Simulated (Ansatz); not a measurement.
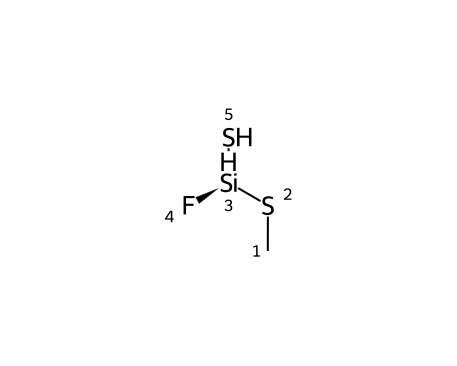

Skeletal drawing with numbered atoms; wedges and dashes mark any stereocentres. The configuration is that of a computed structure (PBE-D4/def2-SVP).

Assign CIP descriptors.

Si3: S.
